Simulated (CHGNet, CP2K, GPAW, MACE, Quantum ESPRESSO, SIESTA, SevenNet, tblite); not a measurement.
**Random packing of Si51C37H13 (71 atoms), the built cell with every atom moved at random**

The starting structure: 71 atoms (36 Si, 26 C, 9 H) packed at random in a cube at 2.26 g/cm³ and pushed apart as soft spheres; a start for melting by ab initio MD, not an equilibrated structure. Then every atom was moved at random, 0.03 Å r.m.s. a Cartesian component (hydrogen 0.6 of that).

Calculated values (CP2K 2026.2, Kohn-Sham DFT, PBE, GTH-PBE pseudopotentials, Gaussian and plane waves, TZV2P-MOLOPT (UZH set), diagonalisation; TZV2P-UZH; 450/50 Ry; levels smeared at 580 K; Γ point; density 2.26 g/cm³) for the built cell with every atom moved at random.

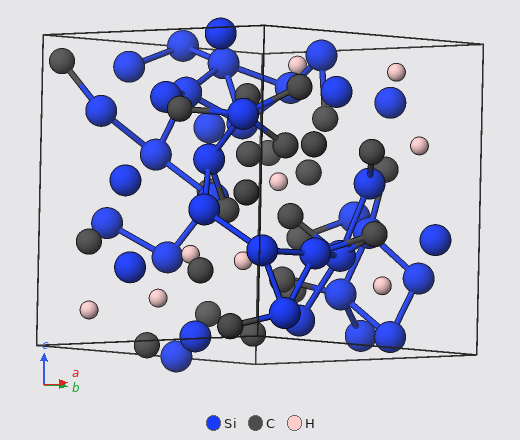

The structure (silicon blue, carbon dark grey, hydrogen pink). Bonds to atoms that aren't drawn are left out. Some periodic images of atoms are drawn too.

Extended XYZ; positions in Å, forces in eV/Å, q the Hirshfeld charge in e:

```xyz
71
Lattice="9.930 0.000 0.000 0.000 9.930 0.000 0.000 0.000 9.930" Properties=species:S:1:pos:R:3:charge:R:1:forces:R:3 pbc="T T T"
Si 2.939 3.570 8.212 -0.03 -0.696 -2.106 2.104
Si 0.479 2.590 4.056 0.07 1.098 -2.576 2.493
Si 4.068 1.525 7.915 0.08 1.302 -0.568 -0.646
Si 3.503 4.325 4.860 0.10 0.791 1.176 0.796
Si 7.674 5.602 8.212 0.16 -0.840 -0.048 -0.177
Si 8.063 5.528 2.954 0.04 -2.030 3.856 0.635
Si 7.412 1.663 7.278 0.12 1.257 0.760 2.948
Si 4.953 9.671 0.745 0.05 -0.165 0.575 -1.856
Si 5.615 6.960 9.523 0.03 0.864 -1.557 0.136
Si 2.817 1.026 5.254 0.09 -1.584 -0.200 -0.487
Si 6.732 5.082 0.902 0.14 -1.567 0.089 -0.768
Si 1.796 3.403 6.253 0.04 -1.665 0.795 -1.535
Si 8.857 3.595 2.892 0.01 -0.192 0.181 -0.298
Si 0.295 3.620 9.123 0.10 -0.421 -1.237 0.919
Si 4.340 2.806 0.328 0.13 -2.028 1.459 0.477
Si 0.342 5.990 0.003 0.05 -0.363 0.394 1.014
Si 8.613 6.241 5.294 0.12 1.153 -0.077 0.395
Si 3.626 5.450 7.322 0.04 1.907 1.561 -3.833
Si 0.821 6.784 7.357 0.15 -0.351 -0.864 -1.752
Si 7.293 8.645 0.574 0.06 1.573 0.598 -5.369
Si 3.683 7.540 8.580 0.05 -1.619 1.689 -1.022
Si 6.519 8.367 3.906 0.04 -0.019 -1.596 5.977
Si 8.996 2.145 0.890 0.07 2.554 0.582 -3.285
Si 5.735 7.932 1.939 0.00 -3.375 -3.687 0.931
Si 8.608 1.451 2.865 0.00 0.412 -1.968 3.965
Si 7.749 9.421 2.477 -0.02 2.484 0.307 0.974
Si 9.726 8.156 3.568 0.20 -0.093 0.265 -0.471
Si 4.597 9.632 4.545 0.04 -1.104 -1.490 0.522
Si 6.314 1.673 9.881 0.11 1.216 -0.537 -0.010
Si 1.091 1.598 7.564 0.07 -1.494 -2.022 0.049
Si 5.739 1.849 5.887 0.06 -3.199 1.658 1.042
Si 2.513 5.658 9.289 0.03 0.645 0.073 2.279
Si 2.226 3.599 2.968 0.14 0.306 0.172 -1.626
Si 6.602 0.809 4.195 0.06 1.267 0.595 -2.459
Si 3.686 0.442 2.412 0.06 -2.004 1.988 2.127
Si 7.005 8.720 8.076 0.14 -1.406 -0.572 -2.930
C 9.886 5.233 3.574 -0.12 -1.148 -0.617 -0.128
C 0.514 9.794 6.736 -0.07 0.135 1.056 0.276
C 5.257 4.134 6.212 -0.07 -1.004 -0.698 0.425
C 1.654 0.599 3.305 -0.13 1.680 0.986 0.418
C 7.150 8.421 5.915 -0.09 0.183 -0.762 -0.051
C 2.186 2.788 0.109 -0.14 0.811 0.835 -0.319
C 6.108 3.151 7.974 -0.11 -0.784 -0.442 -1.353
C 7.087 4.229 4.177 -0.06 -0.097 -1.038 -0.262
C 0.525 7.201 1.431 -0.10 -0.657 -0.284 0.623
C 8.096 0.593 0.405 -0.16 -1.430 -0.628 -1.184
C 9.879 5.039 6.193 -0.14 1.194 1.974 -0.043
C 8.583 3.002 8.186 -0.12 0.066 -0.034 -1.800
C 7.649 3.369 6.369 -0.04 0.667 -0.181 0.625
C 5.690 1.612 2.327 -0.10 -0.864 -0.768 0.232
C 3.957 7.807 3.797 -0.05 -0.797 0.411 -1.544
C 5.521 2.897 4.338 -0.09 1.987 2.134 -0.409
C 5.831 6.970 7.494 -0.14 0.081 1.057 -0.651
C 4.565 5.189 0.555 -0.14 1.415 0.380 1.444
C 2.844 8.700 2.208 -0.08 0.561 -0.765 1.292
C 1.849 5.826 5.218 -0.06 0.563 -1.068 1.376
C 9.689 2.603 6.293 -0.08 0.994 0.275 -0.615
C 4.850 6.170 2.335 -0.09 0.321 -0.058 -2.167
C 4.959 7.152 5.814 0.00 1.086 0.034 2.646
C 8.939 0.349 4.642 -0.08 -0.248 0.283 -0.691
C 5.869 0.346 7.411 -0.19 1.282 1.034 0.570
C 0.107 0.767 9.135 -0.05 0.071 0.531 0.151
H 2.204 9.316 9.464 -0.02 0.360 -0.341 -0.502
H 0.861 4.586 1.767 -0.03 0.769 -0.370 0.813
H 2.699 8.074 5.647 0.01 0.121 -0.233 -0.105
H 4.079 2.766 2.957 -0.02 -0.375 -0.246 -0.280
H 8.367 7.597 8.942 -0.06 -0.510 0.043 -0.552
H 2.711 6.536 3.025 0.04 0.975 0.794 0.428
H 9.087 7.983 6.589 -0.03 0.143 -0.495 -0.074
H 1.039 1.291 1.182 0.01 -0.440 0.583 -0.373
H 8.301 7.230 2.094 -0.04 0.279 -1.053 0.527
```

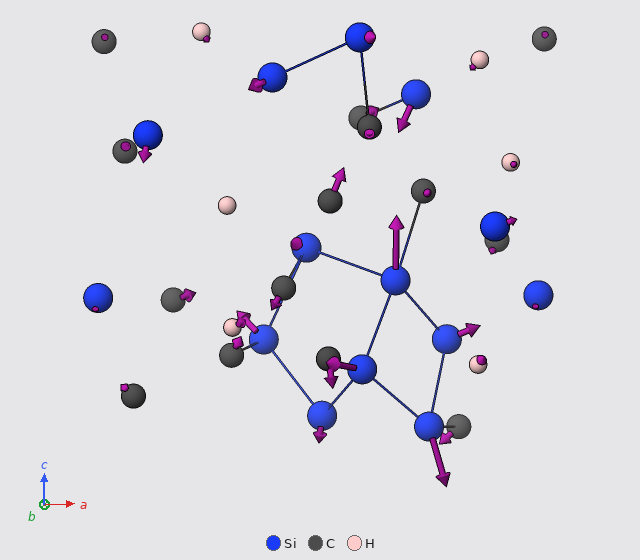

The forces as arrows, the longest 6.19 eV/Å. Drawn is a slice 5 Å thick, seen along the normal of the ac plane. Bonds to atoms that aren't drawn are left out.

Only the Γ point is sampled, in a cell whose shortest periodic width is 10 Å.

The r.m.s. force component is 1.38 eV/Å; the longest force, 6.19 eV/Å, acts on Si22.

[Logs are printed without paths, hosts, clocks, repeated set-up lines and the standing remarks that a program may print on its own settings, such as how far it seeks lower states.]

[Hosts, paths, dates, database ids (printed as entryN), source tags and the programs' standing remarks are cut or masked in the printed files.]
